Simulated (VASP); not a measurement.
# LaRu2: accuracy against cost in the SCF threshold and smearing, part 3 of 3

A convergence test on LaRu2: the SCF threshold and smearing. The series runs use r2SCAN. The start is a cell from a database of measured crystal structures.

VASP 6.6.1; r2SCAN; plane waves and PAW (La, Ru_pv).

Still holding for the runs below: The k-mesh is coarse for a metal.

So far. Step 13 (Smearing: ISMEAR = -1, SIGMA = 0.5): Against the run before the energy at zero width moves by -23.10 meV an atom and the pressure by +3.18 GPa, after 23 cycles in 66 s. The entropy term T·S comes to 911.61 meV an atom in size.

### 14. Smearing: ISMEAR = 1, SIGMA = 0.01

INCAR

```
SYSTEM = LaRu2
PREC = Accurate
ENCUT = 400
EDIFF = 1E-06
NELM = 100
ISMEAR = 1
SIGMA = 0.01
LREAL = .FALSE.
ALGO = Normal
METAGGA = R2SCAN
LASPH = .TRUE.
NBANDS = 48
LORBIT = 11
LWAVE = .FALSE.
LCHARG = .FALSE.
KPAR = 4
ISIF = 2
```

POSCAR

```
LaRu2
1.0
    0.0000000000      3.8550000000      3.8550000000
    3.8550000000      0.0000000000      3.8550000000
    3.8550000000      3.8550000000      0.0000000000
La Ru
2 4
Direct
    0.0000000000      0.0000000000      0.0000000000
    0.2500000000      0.2500000000      0.2500000000
    0.6250000000      0.6250000000      0.6250000000
    0.1250000000      0.6250000000      0.6250000000
    0.6250000000      0.6250000000      0.1250000000
    0.6250000000      0.1250000000      0.6250000000
```

KPOINTS

```
Automatic mesh
0
Gamma
5 5 5
0 0 0
```

PAW data sets: La and Ru_pv (PBE family, release 64).

Started as:

```console
> mpirun -np 4 vasp_std
```

Output:

```text
[... set-up lines as in an earlier step ...]
 entering main loop
       N       E                     dE             d eps       ncg     rms          rms(c)
DAV:   1     0.766662525179E+03    0.76666E+03   -0.33479E+04  1280   0.211E+03
DAV:   2    -0.581589149997E+02   -0.82482E+03   -0.78616E+03  1144   0.505E+02
DAV:   3    -0.174720902343E+03   -0.11656E+03   -0.11095E+03  1504   0.177E+02
DAV:   4    -0.190266873855E+03   -0.15546E+02   -0.14686E+02  1864   0.582E+01
[...]
DAV:  15    -0.161925361985E+03   -0.62743E-06   -0.11666E-05  1352   0.241E-02    0.393E-03
DAV:  16    -0.161925360734E+03    0.12513E-05   -0.11569E-06   776   0.125E-02    0.109E-03
DAV:  17    -0.161925360624E+03    0.10953E-06   -0.72920E-07   728   0.955E-03
   1 F= -.16192536E+03 E0= -.16192526E+03  d E =-.305107E-03
```

The job ended after 52 s (4 MPI ranks of AMD EPYC 9R45, shared host; peak memory 0.85 GiB).

OUTCAR, selected parts (step 14):

```text
  Total       -1.6739408     -1.6739408     -1.6739408     -0.0000000     -0.0000000     -0.0000000
  in kB      -23.4070961    -23.4070961    -23.4070961     -0.0000000     -0.0000000     -0.0000000
  external PRESSURE =     -23.4070961 kB  Pullay stress =       0.0000000 kB

  FREE ENERGIE OF THE ION-ELECTRON SYSTEM (eV)
  ---------------------------------------------------
  free  energy   TOTEN  =      -161.9253606240 eV

  energy  without entropy=     -161.9250555167  energy(sigma->0) =     -161.92525892

[... 3 parts as in an earlier step ...]

[... 1 further part left out ...]
[key lines of the parts left out:]
E-fermi :  10.7312
```

Against the first of the series the energy at zero width moves by +0.08 meV an atom and the pressure by -0.01 GPa, after 17 cycles in 52 s. The entropy term T·S comes to 0.05 meV an atom in size.

### 15. Smearing: ISMEAR = 1, SIGMA = 0.05

INCAR: that of step 14 with these lines changed.

```diff
@@ -6,3 +6,3 @@
 ISMEAR = 1
-SIGMA = 0.01
+SIGMA = 0.05
 LREAL = .FALSE.
```

POSCAR is that of step 14.

KPOINTS is that of step 14.

Started as:

```console
> mpirun -np 4 vasp_std
```

Output:

```text
[... set-up lines as in an earlier step ...]
 entering main loop
       N       E                     dE             d eps       ncg     rms          rms(c)
DAV:   1     0.766660983973E+03    0.76666E+03   -0.33479E+04  1280   0.211E+03
DAV:   2    -0.581599200373E+02   -0.82482E+03   -0.78600E+03  1144   0.505E+02
DAV:   3    -0.174721597589E+03   -0.11656E+03   -0.11094E+03  1504   0.177E+02
DAV:   4    -0.190268315483E+03   -0.15547E+02   -0.14663E+02  1864   0.582E+01
[...]
DAV:  13    -0.161925879631E+03    0.50746E-04   -0.33559E-04  1680   0.144E-01    0.223E-02
DAV:  14    -0.161925880222E+03   -0.59083E-06   -0.24805E-05  1512   0.286E-02    0.455E-03
DAV:  15    -0.161925880214E+03    0.83382E-08   -0.40701E-06  1008   0.162E-02
   1 F= -.16192588E+03 E0= -.16192607E+03  d E =0.564637E-03
```

Elapsed: 47 s, on 4 MPI ranks; peak memory 0.84 GiB.

From OUTCAR (step 15):

```text
  Total       -1.6693150     -1.6693150     -1.6693150      0.0000000      0.0000000     -0.0000000
  in kB      -23.3424122    -23.3424122    -23.3424122      0.0000000      0.0000000     -0.0000000
  external PRESSURE =     -23.3424122 kB  Pullay stress =       0.0000000 kB

 POSITION                                       TOTAL-FORCE (eV/Angst)
 -----------------------------------------------------------------------------------
      0.00000      0.00000      0.00000         0.000000      0.000000      0.000000
      1.92750      1.92750      1.92750        -0.000000     -0.000000     -0.000000
      4.81875      4.81875      4.81875         0.000000      0.000000     -0.000000
      4.81875      2.89125      2.89125         0.000000      0.000000     -0.000000
      2.89125      2.89125      4.81875         0.000000     -0.000000     -0.000000
      2.89125      4.81875      2.89125         0.000000     -0.000000     -0.000000
 -----------------------------------------------------------------------------------
    total drift:                                0.000000      0.000000      0.000000

  FREE ENERGIE OF THE ION-ELECTRON SYSTEM (eV)
  ---------------------------------------------------
  free  energy   TOTEN  =      -161.9258802140 eV

  energy  without entropy=     -161.9264448507  energy(sigma->0) =     -161.92606843

[... 2 parts as in an earlier step ...]

[... 1 further part left out ...]
[key lines of the parts left out:]
E-fermi :  10.7306
```

Against the run before the energy at zero width moves by -0.13 meV an atom and the pressure by +0.01 GPa, after 15 cycles in 47 s. The entropy term T·S comes to 0.09 meV an atom in size.

### 16. Smearing: ISMEAR = 1, SIGMA = 0.1

INCAR: that of step 15 with these lines changed.

```diff
@@ -6,3 +6,3 @@
 ISMEAR = 1
-SIGMA = 0.05
+SIGMA = 0.1
 LREAL = .FALSE.
```

POSCAR is that of step 15.

KPOINTS is that of step 15.

Started as:

```console
> mpirun -np 4 vasp_std
```

Output:

```text
[... set-up lines as in an earlier step ...]
 entering main loop
       N       E                     dE             d eps       ncg     rms          rms(c)
DAV:   1     0.766658043669E+03    0.76666E+03   -0.33479E+04  1280   0.211E+03
DAV:   2    -0.581616084716E+02   -0.82482E+03   -0.78606E+03  1144   0.505E+02
DAV:   3    -0.174722607035E+03   -0.11656E+03   -0.11096E+03  1504   0.177E+02
DAV:   4    -0.190268339044E+03   -0.15546E+02   -0.14656E+02  1864   0.582E+01
[...]
DAV:  13    -0.161925475109E+03    0.38420E-04   -0.32615E-04  1680   0.140E-01    0.217E-02
DAV:  14    -0.161925475448E+03   -0.33869E-06   -0.24910E-05  1584   0.301E-02    0.474E-03
DAV:  15    -0.161925475115E+03    0.33261E-06   -0.35521E-06  1000   0.144E-02
   1 F= -.16192548E+03 E0= -.16192536E+03  d E =-.343991E-03
```

Run time: 47 s. Hardware: 4 MPI ranks; peak memory 0.85 GiB.

Parts of OUTCAR (step 16):

```text
  Total       -1.6727564     -1.6727564     -1.6727564     -0.0000000     -0.0000000     -0.0000000
  in kB      -23.3905347    -23.3905347    -23.3905347     -0.0000000     -0.0000000     -0.0000000
  external PRESSURE =     -23.3905347 kB  Pullay stress =       0.0000000 kB

 POSITION                                       TOTAL-FORCE (eV/Angst)
 -----------------------------------------------------------------------------------
      0.00000      0.00000      0.00000        -0.000000     -0.000000     -0.000000
      1.92750      1.92750      1.92750         0.000000      0.000000      0.000000
      4.81875      4.81875      4.81875         0.000000     -0.000000      0.000000
      4.81875      2.89125      2.89125         0.000000     -0.000000      0.000000
      2.89125      2.89125      4.81875         0.000000     -0.000000      0.000000
      2.89125      4.81875      2.89125         0.000000     -0.000000      0.000000
 -----------------------------------------------------------------------------------
    total drift:                                0.000000      0.000000      0.000000

  FREE ENERGIE OF THE ION-ELECTRON SYSTEM (eV)
  ---------------------------------------------------
  free  energy   TOTEN  =      -161.9254751154 eV

  energy  without entropy=     -161.9251311243  energy(sigma->0) =     -161.92536045

[... 2 parts as in an earlier step ...]

[... 1 further part left out ...]
[key lines of the parts left out:]
E-fermi :  10.7376
```

Against the run before the energy at zero width moves by +0.12 meV an atom while the pressure stays within 0.01 GPa, after 15 cycles in 47 s. The entropy term T·S comes to 0.06 meV an atom in size.

### 17. Smearing: ISMEAR = 1, SIGMA = 0.2

INCAR: that of step 16 with these lines changed.

```diff
@@ -6,3 +6,3 @@
 ISMEAR = 1
-SIGMA = 0.1
+SIGMA = 0.2
 LREAL = .FALSE.
```

POSCAR is that of step 16.

KPOINTS is that of step 16.

Started as:

```console
> mpirun -np 4 vasp_std
```

Output:

```text
[... set-up lines as in an earlier step ...]
 entering main loop
       N       E                     dE             d eps       ncg     rms          rms(c)
DAV:   1     0.766652062417E+03    0.76665E+03   -0.33479E+04  1280   0.211E+03
DAV:   2    -0.581598084509E+02   -0.82481E+03   -0.78614E+03  1144   0.505E+02
DAV:   3    -0.174718780659E+03   -0.11656E+03   -0.11105E+03  1504   0.177E+02
DAV:   4    -0.190275148517E+03   -0.15556E+02   -0.14654E+02  1864   0.582E+01
[...]
DAV:  13    -0.161922800848E+03    0.57074E-04   -0.35922E-04  1664   0.148E-01    0.230E-02
DAV:  14    -0.161922801719E+03   -0.87050E-06   -0.27544E-05  1520   0.300E-02    0.510E-03
DAV:  15    -0.161922801528E+03    0.19111E-06   -0.40845E-06  1040   0.155E-02
   1 F= -.16192280E+03 E0= -.16192737E+03  d E =0.137108E-01
```

Wall time 47 s (4 MPI ranks); peak memory 0.84 GiB; 2.5 min of CPU time.

From OUTCAR (step 17):

```text
  Total       -1.6656700     -1.6656700     -1.6656700      0.0000000      0.0000000      0.0000000
  in kB      -23.2914433    -23.2914433    -23.2914433      0.0000000      0.0000000      0.0000000
  external PRESSURE =     -23.2914433 kB  Pullay stress =       0.0000000 kB

  FREE ENERGIE OF THE ION-ELECTRON SYSTEM (eV)
  ---------------------------------------------------
  free  energy   TOTEN  =      -161.9228015276 eV

  energy  without entropy=     -161.9365122801  energy(sigma->0) =     -161.92737178

[... 3 parts as in an earlier step ...]

[... 1 further part left out ...]
[key lines of the parts left out:]
E-fermi :  10.7367
```

Against the run before the energy at zero width moves by -0.34 meV an atom and the pressure by +0.01 GPa, after 15 cycles in 47 s. The entropy term T·S comes to 2.29 meV an atom in size.

### 18. Smearing: ISMEAR = 1, SIGMA = 0.5

INCAR: that of step 17 with these lines changed.

```diff
@@ -6,3 +6,3 @@
 ISMEAR = 1
-SIGMA = 0.2
+SIGMA = 0.5
 LREAL = .FALSE.
```

POSCAR is that of step 17.

KPOINTS is that of step 17.

Started as:

```console
> mpirun -np 4 vasp_std
```

Output:

```text
[... set-up lines as in an earlier step ...]
 entering main loop
       N       E                     dE             d eps       ncg     rms          rms(c)
DAV:   1     0.766667099674E+03    0.76667E+03   -0.33479E+04  1280   0.211E+03
DAV:   2    -0.581480817041E+02   -0.82482E+03   -0.78609E+03  1144   0.505E+02
DAV:   3    -0.174691349935E+03   -0.11654E+03   -0.11114E+03  1504   0.177E+02
DAV:   4    -0.190309333773E+03   -0.15618E+02   -0.14582E+02  1864   0.581E+01
[...]
DAV:  13    -0.161895782287E+03    0.62255E-04   -0.37886E-04  1680   0.149E-01    0.235E-02
DAV:  14    -0.161895783252E+03   -0.96578E-06   -0.28682E-05  1504   0.298E-02    0.538E-03
DAV:  15    -0.161895783031E+03    0.22105E-06   -0.43920E-06  1072   0.158E-02
   1 F= -.16189578E+03 E0= -.16189146E+03  d E =-.129786E-01
```

Wall time 47 s (4 MPI ranks); peak memory 0.84 GiB; 2.5 min of CPU time.

From OUTCAR (step 18):

```text
  Total       -1.6143869     -1.6143869     -1.6143869      0.0000000      0.0000000      0.0000000
  in kB      -22.5743396    -22.5743396    -22.5743396      0.0000000      0.0000000      0.0000000
  external PRESSURE =     -22.5743396 kB  Pullay stress =       0.0000000 kB

 POSITION                                       TOTAL-FORCE (eV/Angst)
 -----------------------------------------------------------------------------------
      0.00000      0.00000      0.00000         0.000000     -0.000000     -0.000000
      1.92750      1.92750      1.92750        -0.000000      0.000000      0.000000
      4.81875      4.81875      4.81875         0.000000      0.000000     -0.000000
      4.81875      2.89125      2.89125         0.000000      0.000000     -0.000000
      2.89125      2.89125      4.81875         0.000000      0.000000     -0.000000
      2.89125      4.81875      2.89125         0.000000      0.000000     -0.000000
 -----------------------------------------------------------------------------------
    total drift:                                0.000000      0.000000      0.000000

  FREE ENERGIE OF THE ION-ELECTRON SYSTEM (eV)
  ---------------------------------------------------
  free  energy   TOTEN  =      -161.8957830314 eV

  energy  without entropy=     -161.8828044608  energy(sigma->0) =     -161.89145684

[... 2 parts as in an earlier step ...]

[... 1 further part left out ...]
[key lines of the parts left out:]
E-fermi :  10.7941
```

Against the run before the energy at zero width moves by +5.99 meV an atom and the pressure by +0.07 GPa, after 15 cycles in 47 s. The entropy term T·S comes to 2.16 meV an atom in size.

### 19. Smearing: ISMEAR = -5

INCAR: that of step 18 with these lines changed.

```diff
@@ -5,4 +5,4 @@
 NELM = 100
-ISMEAR = 1
-SIGMA = 0.5
+ISMEAR = -5
+SIGMA = 0.05
 LREAL = .FALSE.
```

POSCAR is that of step 18.

KPOINTS is that of step 18.

Started as:

```console
> mpirun -np 4 vasp_std
```

Output:

```text
[... set-up lines as in an earlier step ...]
 entering main loop
       N       E                     dE             d eps       ncg     rms          rms(c)
DAV:   1     0.766725253863E+03    0.76673E+03   -0.33479E+04  1280   0.211E+03
DAV:   2    -0.581698739860E+02   -0.82490E+03   -0.78518E+03  1144   0.506E+02
DAV:   3    -0.174721306246E+03   -0.11655E+03   -0.11128E+03  1504   0.177E+02
DAV:   4    -0.190279866120E+03   -0.15559E+02   -0.14686E+02  1864   0.582E+01
[...]
DAV:  14    -0.161932590733E+03   -0.15115E-04   -0.28421E-05  1544   0.275E-02    0.587E-03
DAV:  15    -0.161932588423E+03    0.23094E-05   -0.41797E-06  1016   0.161E-02    0.275E-03
DAV:  16    -0.161932589315E+03   -0.89148E-06   -0.52771E-07   720   0.116E-02
   1 F= -.16193259E+03 E0= -.16193259E+03  d E =0.000000E+00
 -----------------------------------------------------------------------------
|                                                                             |
|           W    W    AA    RRRRR   N    N  II  N    N   GGGG   !!!           |
|           W    W   A  A   R    R  NN   N  II  NN   N  G    G  !!!           |
|           W    W  A    A  R    R  N N  N  II  N N  N  G       !!!           |
|           W WW W  AAAAAA  RRRRR   N  N N  II  N  N N  G  GGG   !            |
|           WW  WW  A    A  R   R   N   NN  II  N   NN  G    G                |
|           W    W  A    A  R    R  N    N  II  N    N   GGGG   !!!           |
|                                                                             |
|     Tetrahedron method does not include variations of the Fermi             |
|     occupations, so forces and stress will be inaccurate. We suggest        |
|     using a different smearing scheme ISMEAR = 1 or 2 for metals in         |
|     relaxations.                                                            |
|                                                                             |
 -----------------------------------------------------------------------------
```

Elapsed: 49 s, on 4 MPI ranks; peak memory 0.86 GiB.

Parts of OUTCAR (step 19):

```text
  Total       -1.7379098     -1.7379098     -1.7379098      0.0000000     -0.0000000      0.0000000
  in kB      -24.3015884    -24.3015884    -24.3015884      0.0000000     -0.0000000      0.0000000
  external PRESSURE =     -24.3015884 kB  Pullay stress =       0.0000000 kB

 POSITION                                       TOTAL-FORCE (eV/Angst)
 -----------------------------------------------------------------------------------
      0.00000      0.00000      0.00000        -0.000000     -0.000000     -0.000000
      1.92750      1.92750      1.92750         0.000000      0.000000      0.000000
      4.81875      4.81875      4.81875         0.000000     -0.000000     -0.000000
      4.81875      2.89125      2.89125         0.000000     -0.000000     -0.000000
      2.89125      2.89125      4.81875         0.000000     -0.000000     -0.000000
      2.89125      4.81875      2.89125         0.000000     -0.000000     -0.000000
 -----------------------------------------------------------------------------------
    total drift:                                0.000000      0.000000      0.000000

  FREE ENERGIE OF THE ION-ELECTRON SYSTEM (eV)
  ---------------------------------------------------
  free  energy   TOTEN  =      -161.9325893148 eV

  energy  without entropy=     -161.9325893148  energy(sigma->0) =     -161.93258931

[... 2 parts as in an earlier step ...]

[... 1 further part left out ...]
[key lines of the parts left out:]
E-fermi :  10.7307
```

With tetrahedra the forces and stress of a metal are not exact derivatives of the energy.

Against the first of the series the energy at zero width moves by -1.14 meV an atom and the pressure by -0.10 GPa, after 16 cycles in 49 s.

### 20. The smearing series as a table

This step: convergence of r2SCAN results with the smearing; plane waves and PAW (VASP 6.6.1).

No new run; the numbers come from the runs before.

One cell and one 5×5×5 mesh. Free energy against width, by row:

```csv
Fermi-Dirac width σ (eV),free energy less that at the narrowest width (meV/atom)
0.01,0
0.05,-4.38
0.1,-18.34
0.2,-78.56
0.5,-476.6
```

Differences are taken from the run with ISMEAR = -1, SIGMA = 0.01. Results of the series, by row:

```csv
setting,status,energy less the reference (meV/atom),pressure (GPa),SCF cycles,wall time (s)
"ISMEAR = -1, SIGMA = 0.01",converged,0,-2.328,15,48
"ISMEAR = -1, SIGMA = 0.05",converged,-0.03172,-2.294,15,47
"ISMEAR = -1, SIGMA = 0.1",converged,0.6335,-2.163,15,48
"ISMEAR = -1, SIGMA = 0.2",converged,2.121,-1.614,17,53
"ISMEAR = -1, SIGMA = 0.5",converged,-20.98,1.561,23,66
"ISMEAR = 1, SIGMA = 0.01",converged,0.08405,-2.341,17,52
"ISMEAR = 1, SIGMA = 0.05",converged,-0.05087,-2.334,15,47
"ISMEAR = 1, SIGMA = 0.1",converged,0.06713,-2.339,15,47
"ISMEAR = 1, SIGMA = 0.2",converged,-0.2681,-2.329,15,47
"ISMEAR = 1, SIGMA = 0.5",converged,5.718,-2.257,15,47
ISMEAR = -5,converged,-1.138,-2.43,16,49
```

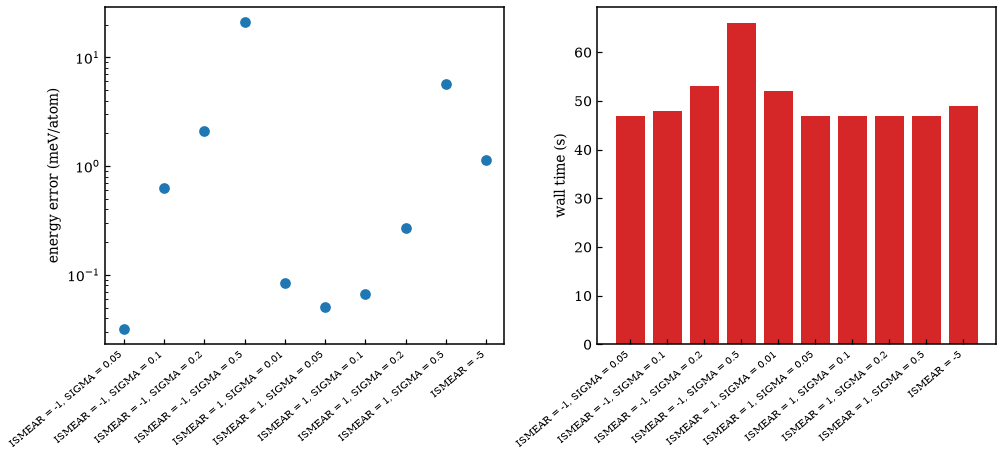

The energy error in size, against the reference run (errors under 0.01 are drawn at 0.01), and the wall time by setting.

### 21. Outcome

```
SCF threshold from which the energy stays within 10 meV/atom of the reference : EDIFF = 0.01
SCF threshold from which the energy stays within 1 meV/atom of the reference  : EDIFF = 0.01
SCF threshold from which the pressure stays within 0.2 GPa of the reference   : EDIFF = 1E-04
spread of the pressure over the SCF threshold                                 : 1.72 GPa
spread of the energy over the SCF threshold                                   : 0.209 meV/atom
spread of the pressure over the smearing                                      : 3.99 GPa
spread of the energy over the smearing                                        : 26.7 meV/atom
```

What this shows: From EDIFF = 0.01 on, the energy stays within 1 meV an atom of the reference, at 42 % of its time. The pressure holds within 0.2 GPa from EDIFF = 1E-04 on. The loosest stop saves 9 of 19 cycles and costs +0.2 meV an atom, +1.70 GPa. The usual rule keeps the entropy term T·S under 1 meV an atom, which holds up to a width of 0.01 eV for Fermi-Dirac and 0.1 eV for first-order Methfessel-Paxton. That rule is made for Methfessel-Paxton; with the other schemes the zero-width estimate is the energy to use. Farthest in energy from the narrowest smearing lies ISMEAR = -1, SIGMA = 0.5 (-21.0 meV an atom, +3.89 GPa). On a fixed mesh a narrow width is not the exact answer for a metal: it samples the Fermi surface more noisily. Forces vanish by symmetry in this cell, so the series can't test them.

[Lines on the potential files, build, host, timing and source positions are cut from VASP's logs without a mark.]

[Logs are printed without paths, hosts, clocks, repeated set-up lines and the standing remarks that a program may print on its own settings, such as how far it seeks lower states.]

[Hosts, paths, dates, database ids (printed as entryN), source tags and the programs' standing remarks are cut or masked in the printed files.]

[A measured line is paired with the nearest computed mode of its activity, which favours agreement.]
